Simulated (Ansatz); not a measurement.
# C₂H₄N₂S₂ (SMILES NC=NC(=S)S): what the fields show

Input

```
crystal:
  periodic: [false, false, false]
  atoms:
    - { symbol: "N", position_ang: [-0.1905, -2.2209, -0.3078] }
    - { symbol: C, position_ang: [0.1169, -0.8802, -0.1578] }
    - { symbol: "N", position_ang: [-0.7636, 0.0883, -0.1285] }
    - { symbol: C, position_ang: [-0.118, 1.3477, 0.0591] }
    - { symbol: S, position_ang: [0.3464, 2.3307, -1.1965] }
    - { symbol: S, position_ang: [-0.1287, 1.9332, 1.7287] }
    - { symbol: H, position_ang: [0.4418, -2.7809, -0.7962] }
    - { symbol: H, position_ang: [-1.1653, -2.2835, -0.6171] }
    - { symbol: H, position_ang: [1.2183, -0.7245, -0.0173] }
    - { symbol: H, position_ang: [0.3258, 3.1389, 1.4363] }
basis:
  gaussian: { orbitals: def2-SVP }
hamiltonian:
  xc: b3lyp
  dispersion: d4
relax:
  f_tol: 0.015
  max_steps: 40
output:
  orbitals: {}
```

Command:

```sh
ansatz run input.yaml --threads 2 --pin off --max-ram 3072MiB --backend cpu --events-out ev --progress --plain --runs-dir out
```

The fields are those of the relaxed geometry.

Method: RKS B3LYP-D4/def2-SVP (Ansatz).

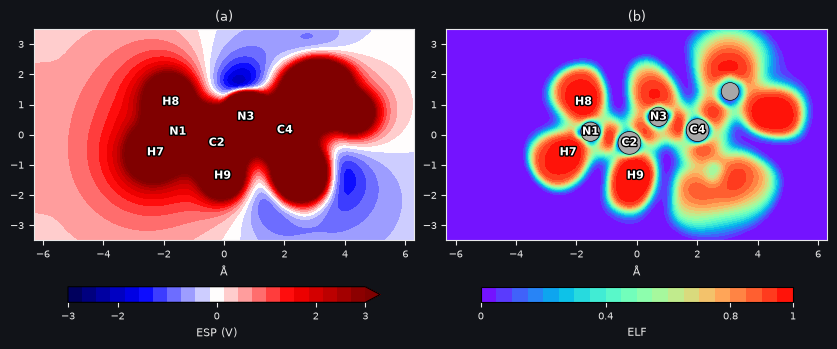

Figure 1. (a) electrostatic potential; (b) ELF on the plane of atoms N1, C2 and H9. Grey discs cover the atomic cores in the ELF map.

### Describe what can be read from this map.

Atoms in the plane: N, C and H.
C–N (1.29 Å): the ELF peaks at about 0.90 between the atoms, as expected for localised, covalent bonding.
N–H (1.01 Å): the ELF climbs to about 1 towards the hydrogen, as it does in any bond to H: an ordinary covalent bond to hydrogen.
C–N (1.34 Å): the ELF peaks at about 0.95 between the atoms (localised, covalent bonding).
C–H (1.10 Å): the ELF climbs to about 1 towards the hydrogen: an ordinary covalent bond to hydrogen.
The ELF also peaks beside S5, N3 and S6, away from the bonds: lone-pair regions.
Outside the dense part of the molecule the potential is most negative (−2.0 V) near N3.

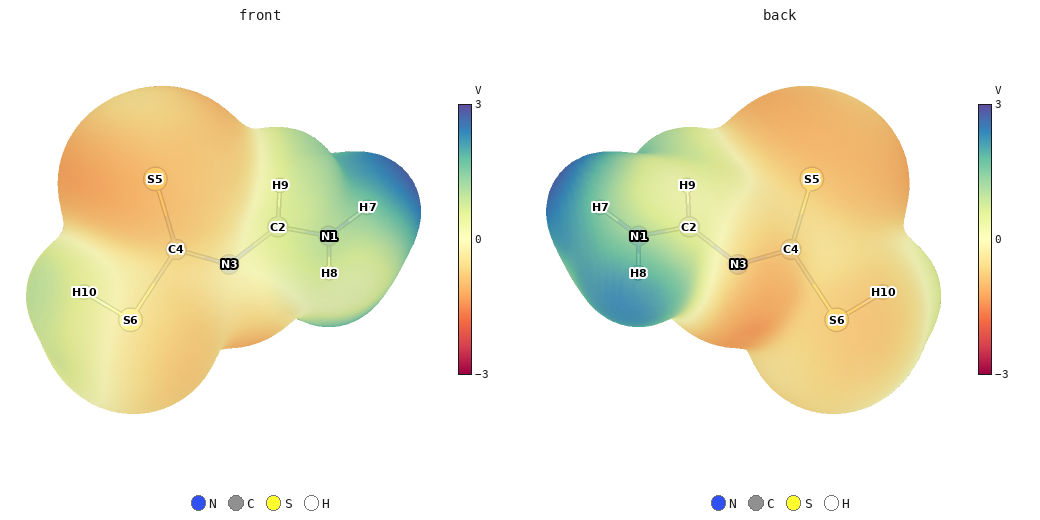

Figure 2. The molecular electrostatic potential painted on the density surface at 0.002 e/bohr³, seen from the front and from behind; the colour scale runs from red (negative) to blue (positive).

### Describe the electrostatic potential map.

The most negative region (about −1.3 V, or −30 kcal/mol for a unit charge) lies over N3 and S5, the most positive (about +2.7 V, or +62 kcal/mol for a unit charge) over H7.

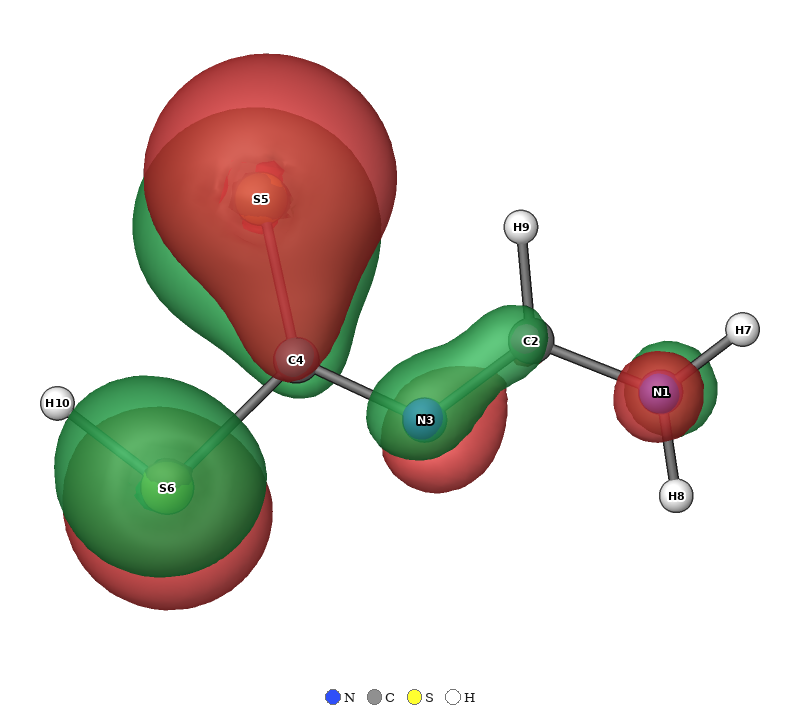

Figure 3. The HOMO−1 at ±0.1 Å⁻³ᐟ² (green and red are the two phases), seen across its widest extent.

### Where does this orbital lie, and at what energy?

By Hirshfeld shares it lies mainly on S5 (about 55 %), S6 (about 25 %) and C4 (about 10 %). Its energy is −6.20 eV.
